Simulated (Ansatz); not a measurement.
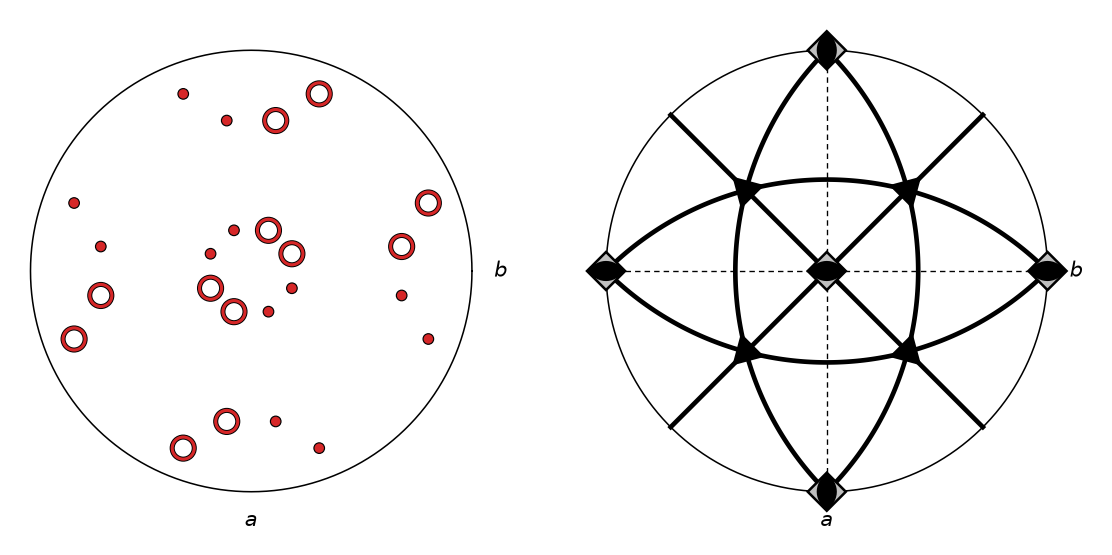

Stereographic projection: filled dots lie in the upper hemisphere, open rings in the lower; heavy lines are mirror planes (a heavy rim: a mirror in the plane of the page); lens, triangle, square and hexagon are 2-, 3-, 4- and 6-fold axes, a lens in an open square is −4, a triangle in an open hexagon −6; thin dashed diameters join the ends of axes that lie in the page; a small open circle marks inversion. The c axis points at the viewer. Left: one general form; right: the symmetry elements. Computed from the symmetry operations of a computed or model structure of composition Cs2B5, which need not be its known form.

Q: Name the crystal class.

A: -43m (Td), order 24, cubic system: three −4 axes, four threefold axes, six mirror planes.

Q: Which physical properties does it allow?

A: It is not centrosymmetric; not polar, but piezoelectricity is allowed; it is not chiral.
